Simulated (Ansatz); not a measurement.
## Sn (diamond), frozen-phonon scan

Starting cell, Sn (diamond):

```
CELL_PARAMETERS angstrom
      0.00000     6.65536     6.65536
      3.32768     3.32768     6.65536
      3.32768     3.32768     0.00000
ATOMIC_POSITIONS crystal
  Sn 0.00000 0.25000 0.25000
  Sn 0.50000 0.25000 0.25000
  Sn 0.00000 0.00000 0.00000
  Sn 0.50000 0.00000 0.00000
```

The atoms are displaced by Q × the pattern below (from a DFPT mode at X = (0.5, 0.5, 0.0), largest move 1; Q in Å), at fixed cell. It is one choice among 2 degenerate patterns. (q is in reciprocal vectors of the primitive cell; the cell shown is doubled to hold the pattern.)

| atom | x | y | z |
|---|---|---|---|
| Sn1 | 0.000 | 0.000 | -1.000 |
| Sn2 | 0.000 | 0.000 | 1.000 |

Atoms not listed stay in place.

All values below come from PBE (plane waves to 420 eV, PAW, scalar-relativistic; Ansatz, a program for electronic structure). k mesh 12×12×12 (Γ-centred), Fermi-Dirac smearing 0.05 eV. E stands for the smeared free energy. With partly filled bands, energies and forces of such displacements shift with the k mesh and the smearing. Sn was relaxed with its symmetry unable to fall. The relaxed volume of Sn is well above the measured one; the method has no dispersion term. The zero of ΔE is the undisplaced structure.

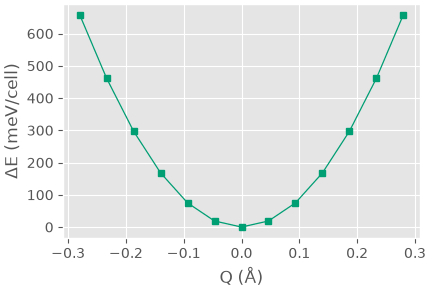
ΔE (meV/cell) against Q (Å); computed points joined by lines.

The energy at Q = 0.280 Å is 659 meV/cell. Harmonic wavenumber from the curvature (finite differences): 141 cm⁻¹. Shape of the curve: a single well with its minimum at or next to zero displacement. Space group of the distorted cell: P-4m2 (No. 115), lowered from Fd-3m. Symmetry of the curve: even: the same for both signs.

E″ = 17.24 eV/Å², M = Σ mᵢ|uᵢ|² = 237.4 u, ν̃ = 521.5·√(|E″|/M).

(For displaced atoms, the force is minus the slope of the energy, and its curvature is a force constant, which sets phonon frequencies.)
